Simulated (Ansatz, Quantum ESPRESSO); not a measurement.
# bismuthene, 1 layer: the energy at a withheld member of a series

Method. Quantum ESPRESSO 7.5, PBE, GBRV ultrasoft. Cell and atoms are first relaxed; each strained cell is then held and the atoms relax in it. A periodic run with 15 Å of vacuum in the starting cell gives the vacuum levels, and bands follow along a path. The series steps biaxial strain. Energies count from the lowest.

```tsv
biaxial strain	energy (eV)
-4 %	0.0517
-3 %	0.0282
-2 %	0.0120
-1 %	0.0026
0 %	0.0000
1 %	0.0036
2 %	0.0130
3 %	0.0280
```

**Question.** What is the energy at 4 %?

**Worked estimate.** The rows at 2 % and 3 % give a slope of (0.0280 − (0.0130))/(3 − (2)) = 0.015, so a straight line gives 0.0430 eV. A parabola through these and the row at 1 % gives 0.0486 eV.

**Check.** 0.0483 eV. The line misses by −0.0053 and the parabola by +0.0003 eV. The parabola does better.

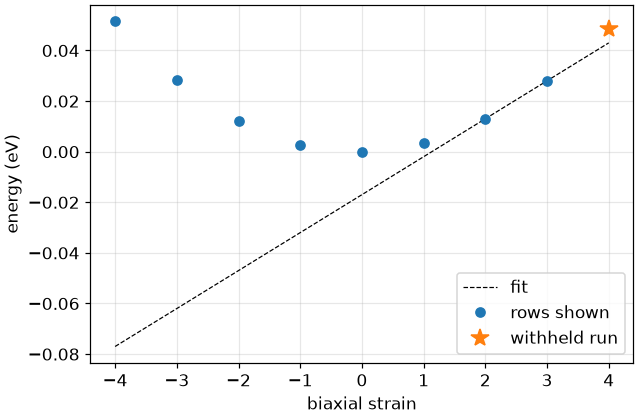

The rows shown, the fit and the withheld run.

**Limits.** Semilocal gaps are too small; the 1×1 cell can't ripple over many cells under compression as a free sheet would. No spin-orbit coupling.

[Logs are printed without paths, hosts, clocks, repeated set-up lines and the standing remarks that a program may print on its own settings, such as how far it seeks lower states.]
